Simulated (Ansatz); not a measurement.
Electronic density of states of amorphous Sr18Ti18O54, density 4.06 g/cm³, on a 2×2×2 Γ-centred mesh with a Gaussian width of 0.1 eV; energies count from the Fermi level, whose place inside the gap is arbitrary. Cell and mesh are small, so fine structure isn't converged. Level of theory: PBE, scalar-relativistic without spin-orbit coupling (plane waves to 420 eV, PAW; Ansatz, a first-principles code). Sampling: a 2×2×2 Γ-centred mesh; Fermi-Dirac width 0.02 eV; no spin polarisation. At PBE the levels at both edges of the gap are localised (band-tail or defect states), and the nearest spread-out levels lie 3.4 eV apart at the zone centre.

The cell was made by melting and quenching with the CHGNet potential and then relaxed with DFT. O atoms were pushed apart under 1.9 Å during the dynamics, to hinder bonds among them. The hot cell started wider than the set density and was brought back towards it in steps. It is the lowest in DFT energy of 4 quenches. It is a model cell: composition and starting density were chosen by hand, and all elements were melted together. No dispersion term was used. A short ab initio anneal came between quench and relaxation. Its density started from a set value of 4.38 and ended at 4.06 g/cm³. The simulated quench (nominally 99 K/ps over its main leg) is rapid and tends to freeze in more defects than a deposited or slowly cooled glass has. One small periodic cell is one sample of the glass; other quenches scatter about these values. The volume was free in the relaxation, at fixed shape. Stress components on the final sampling reach 1.8 GPa.

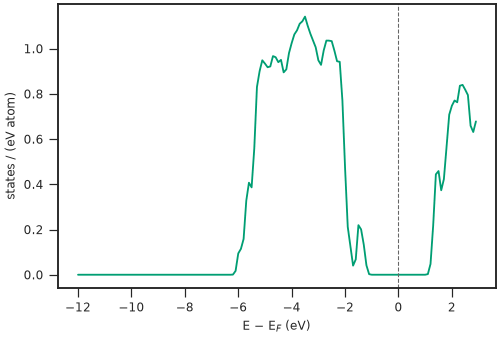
Figure: Density of states per atom

The gap between localised states on this mesh is 2.61 eV; the broadening fills part of it in the curve.
